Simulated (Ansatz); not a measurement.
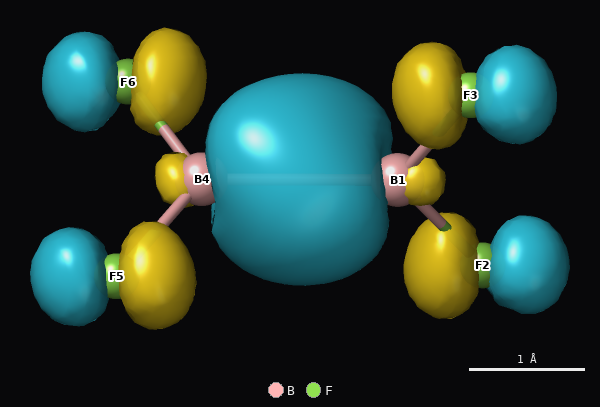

*B2F4 (B2(F)4). The HOMO at ±0.2 Å⁻³ᐟ² (yellow and cyan are the two phases), seen across its widest extent.*

Geometry: r2SCAN-D4/def2-SVP.

Computed with RKS PBE0-D4/def2-TZVP in Ansatz.

```xyz
6

B    -0.3999   -0.7177   -0.2528
F     0.2120   -1.6332   -0.9854
F    -1.6595   -0.9606    0.0694
B     0.4005    0.7171    0.2537
F     0.3919    1.8135   -0.4861
F     1.0549    0.7810    1.4013
```

Where does this orbital lie, and at what energy?

By Hirshfeld shares it lies mainly on B1 (about 25 %), B4 (about 25 %), F2 (about 10 %), F3 (about 10 %), F5 (about 10 %) and F6 (about 10 %). Its energy is −10.08 eV.
